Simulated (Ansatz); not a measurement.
# One shape, several levels: [OF2]+ (SMILES F[O+]F)

Aim: a comparison of 6 runs (UHF/STO-3G, U-r2SCAN0/STO-3G, UB2PLYP/STO-3G, UBHLYP/STO-3G, UHSE06/STO-3G, UBCCD(T)/STO-3G) of [OF2]+. 

The calculation is run with Ansatz 0.2.0.

18 further runs of the same task are left out: 15 that didn't finish, 3 set aside as unsound or not needed.

## (1) The molecule

The species is [OF2]+ (3 atoms), meant as a doublet with charge +1. SMILES: `F[O+]F`. The O2–F1 distance was set to 3.243 Å, away from the relaxed value. At this shape a bond of the SMILES string is far longer than usual.

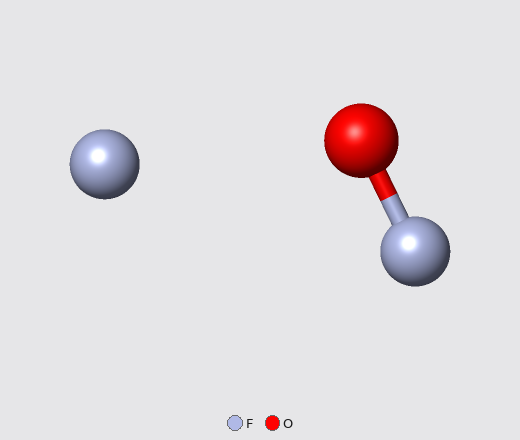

Viewed from a chosen angle; fluorine light blue, oxygen red.

## (2) A single-point energy at UHF/STO-3G (run 1)

The input, input.yaml:

```yaml
crystal:
  periodic: [false, false, false]
  atoms:
    - {symbol: F, position_ang: [2.299532, -1.530333, 1.100016]}
    - {symbol: O, position_ang: [0.000640, 0.505210, 0.055670]}
    - {symbol: F, position_ang: [-0.920840, -0.196190, -0.529090]}
basis:
  gaussian:
    orbitals: STO-3G
total_charge: 1
magnetization:
  spin_polarized: true
  initial_magnetization: 1
hamiltonian:
  xc: hf
accuracy: high
```

On the command line:

```sh
$ ansatz run input.yaml --threads 1 --pin off --max-ram 3480MiB --events-out events.jsonl --progress --plain --runs-dir runs
```

The program printed:

```text
Warning: RAYON_NUM_THREADS=1 ignored (pool sized by the plan → 1); use --threads N
Functional definition: HF
  name "HF"
  exchange = exact_x
  correlation = 0
222 factors; integrals over basis functions are off by at most 5.3e-8 eV
mean field evaluation 1: about -7297.2728 eV, gradient 2.1e1 eV
mean field evaluation 2: about -7297.3193 eV, gradient 2.1e1 eV
mean field evaluation 4: about -7293.4583 eV, gradient 3.2e1 eV
mean field evaluation 8: about -7328.4372 eV, gradient 5.6e-1 eV
mean field evaluation 16: about -7329.7583 eV, gradient 5.4e-3 eV
mean field evaluation 32: about -7330.2626 eV, gradient 3.3e-3 eV
mean field evaluation 64: about -7331.6653 eV, gradient 9.0e-2 eV
mean field evaluation 96: about -7309.0315 eV, gradient 2.1e1 eV
mean field evaluation 128: about -7330.2631 eV, gradient 5.8e-4 eV
mean field evaluation 160: about -7331.7266 eV, gradient 4.7e-2 eV
mean field evaluation 192: about -7329.6449 eV, gradient 2.6e0 eV
mean field evaluation 224: about -7331.0373 eV, gradient 6.0e0 eV
mean field evaluation 256: about -7331.7387 eV, gradient 1.0e-1 eV
mean field evaluation 288: about -7330.2689 eV, gradient 2.6e0 eV
mean field evaluation 320: about -7328.4022 eV, gradient 1.8e0 eV
mean field evaluation 352: about -7327.1704 eV, gradient 9.7e0 eV
mean field -7331.79232033 eV, -269.4383981049 hartree, gradient 2.8e-8 eV, S^2 1.793743; 6 other end points of the search recorded, 0 dependent functions left out
reference -7331.79232033 eV, -269.4383981049 hartree; 13, 12 occupied and 2, 3 virtual orbitals, 222 factors
Total energy: -7331.79232033 eV, -269.4383981049 hartree
```

Wall time 0.38 s (1 thread of Arm Neoverse V2, shared host).

## (3) A single-point energy at U-r2SCAN0/STO-3G (run 2)

The input, job.yaml:

```yaml
crystal:
  periodic: [false, false, false]
  atoms:
    - {symbol: F, position_ang: [2.299532, -1.530333, 1.100016]}
    - {symbol: O, position_ang: [0.000640, 0.505210, 0.055670]}
    - {symbol: F, position_ang: [-0.920840, -0.196190, -0.529090]}
basis:
  gaussian:
    orbitals: STO-3G
total_charge: 1
magnetization:
  spin_polarized: true
  initial_magnetization: 1
hamiltonian:
  xc: {name: r2SCAN0}
accuracy: high
```

On the command line:

```sh
$ ansatz run job.yaml --threads 1 --pin off --max-ram 3480MiB --events-out events.jsonl --progress --plain --runs-dir runs
```

The program printed, shortened:

```text
Warning: RAYON_NUM_THREADS=1 ignored (pool sized by the plan → 1); use --threads N
Functional definition: r2SCAN0
  name "r2SCAN0"
[...]
222 factors; integrals over basis functions are off by at most 5.3e-8 eV
[...]
mean field -7355.77823662 eV, -270.3198642704 hartree, gradient 1.8e-8 eV, S^2 1.752300; 10 other end points of the search recorded, 0 dependent functions left out
reference -7355.77823673 eV, -270.3198642741 hartree; 13, 12 occupied and 2, 3 virtual orbitals, 222 factors
Total energy: -7355.77823673 eV, -270.3198642741 hartree
```

Run time: 60 s. Hardware: 1 thread of Arm Neoverse V2, shared host; peak memory 0.18 GiB.

Run 3 isn't shown in full; the table further down has it.

## (4) The energy at UBHLYP/STO-3G (run 4)

input.yaml: that of step 2 with these lines changed.

```diff
@@ -10,2 +10,3 @@
 total_charge: 1
+accuracy: high
 magnetization:
@@ -14,3 +15,2 @@
 hamiltonian:
-  xc: hf
-accuracy: high
+  xc: {name: BHLYP}
```

On the command line:

```sh
$ ansatz run input.yaml --threads 1 --pin off --max-ram 3480MiB --events-out events.jsonl --progress --plain --runs-dir runs
```

The program printed, shortened:

```text
Warning: RAYON_NUM_THREADS=1 ignored (pool sized by the plan → 1); use --threads N
Functional definition: BHLYP
  name "BHLYP"
[...]
222 factors; integrals over basis functions are off by at most 5.3e-8 eV
[...]
mean field -7355.61084097 eV, -270.3137125937 hartree, gradient 4.5e-8 eV, S^2 1.753413; 11 other end points of the search recorded, 0 dependent functions left out
reference -7355.61085132 eV, -270.3137129739 hartree; 13, 12 occupied and 2, 3 virtual orbitals, 222 factors
Total energy: -7355.61085132 eV, -270.3137129739 hartree
```

Wall time 21 s (1 thread of Arm Neoverse V2, shared host); peak memory 0.11 GiB.

Run 5 isn't shown in full; the table further down has it.

## (5) A single-point energy at UBCCD(T)/STO-3G (run 6)

The input, input.yaml:

```yaml
crystal:
  periodic: [false, false, false]
  atoms:
    - {symbol: F, position_ang: [2.299532, -1.530333, 1.100016]}
    - {symbol: O, position_ang: [0.000640, 0.505210, 0.055670]}
    - {symbol: F, position_ang: [-0.920840, -0.196190, -0.529090]}
basis:
  gaussian: {orbitals: STO-3G}
correlation: {method: bccd_t, frozen_orbitals: {F: 1, O: 1}}
magnetization: {spin_polarized: true, initial_magnetization: 1}
accuracy: high
scf: {omitted_lower_state_checks: [cluster_reference, increment]}
total_charge: 1
```

On the command line:

```sh
$ ansatz run input.yaml --threads 1 --pin off --max-ram 3480MiB --events-out events.jsonl --progress --plain --runs-dir runs
```

The program printed:

```text
Warning: RAYON_NUM_THREADS=1 ignored (pool sized by the plan → 1); use --threads N
[... 21 lines left out ...]
3 core orbitals not correlated: weight in the atoms' cores, before any rotation towards them, 1.000 or more for the frozen orbitals, at most 0.000 for the correlated occupied ones
[... 49 lines left out ...]
Total energy: -7334.57347697 eV, -269.5406037261 hartree
Checks for a lower state left out: cluster_reference, increment
```

Wall time 0.99 s (1 thread of Arm Neoverse V2, shared host).

## (6) All runs side by side

```
run             level  frozen core orbitals  energy (Eh)   ⟨S²⟩  wall time
  1        UHF/STO-3G                     –  -269.438398  1.794     0.38 s
  2  U-r2SCAN0/STO-3G                     –  -270.319864  1.752       60 s
  3    UB2PLYP/STO-3G                     3  -270.107812  1.755       25 s
  4     UBHLYP/STO-3G                     –  -270.313713  1.753       21 s
  5     UHSE06/STO-3G                     –  -270.179339  1.751       19 s
  6   UBCCD(T)/STO-3G                     3  -269.540604  1.794     0.99 s
```

## (7) What came out

| quantity | value |
| --- | --- |
| run 6: total energy | -269.54060 Eh |
| run 6: correlation energy (3 core orbitals frozen) | -102.2 mEh |
| run 6: (T) correction | -8.55 mEh |
| run 6: ⟨S²⟩ of the reference determinant | 1.794 |

In words: Totals of different functionals can't be ranked against each other. In runs 1, 2, 3, 4, 5, 6 the basis is minimal, so the values are rough. Spin contamination of the reference: run 1 ⟨S²⟩ = 1.79, run 6 ⟨S²⟩ = 1.79, run 3 ⟨S²⟩ = 1.75, run 4 ⟨S²⟩ = 1.75, run 2 ⟨S²⟩ = 1.75, run 5 ⟨S²⟩ = 1.75. Where it is this large, the reference is a mixture of spin states, and values that rest on it are in doubt. All runs together took 2.1 min, the longest 60 s.
